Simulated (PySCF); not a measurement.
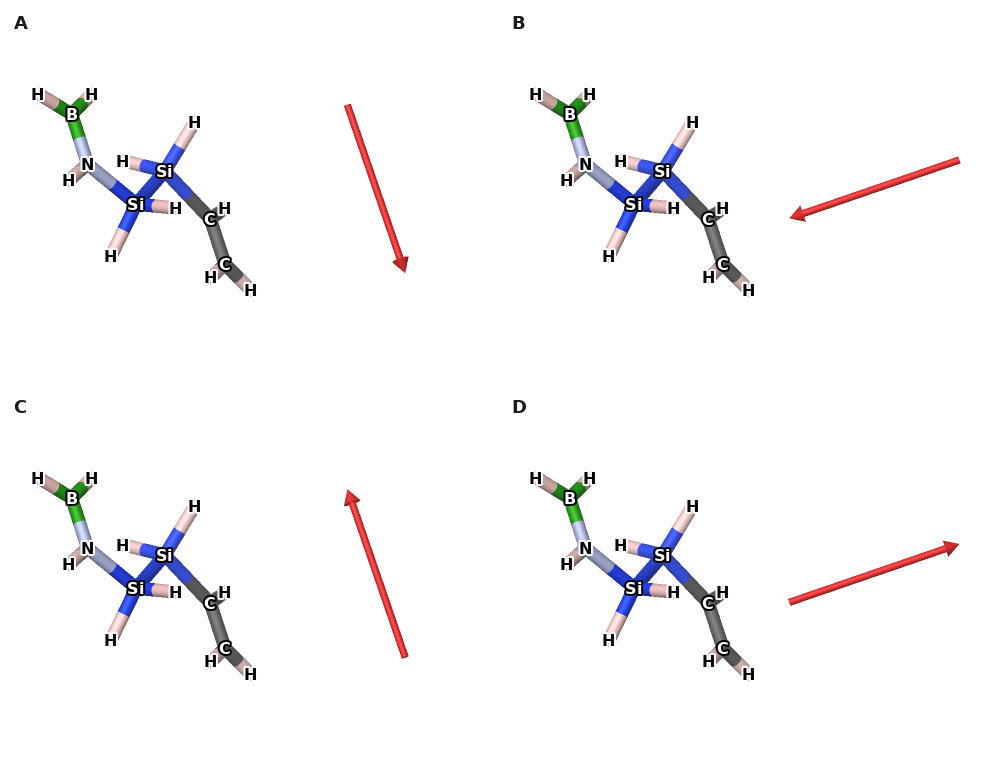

The same molecule four times, each with an arrow. The geometry was computed by an optimisation with GFN2-xTB. No frequency run is at hand to confirm it as a minimum. Properties computed with PBE0/pcSseg-1, gas phase (PySCF 2.14.0).

Question: Which arrow points along the dipole moment, from the negative to the positive end?

Answer: A. The dipole moment is 1.68 D.

The geometry is semi-empirical. Around B, Si such bond lengths and angles can be off by a tenth of an ångström or more and by several degrees, and values that hang on the shape move with them.
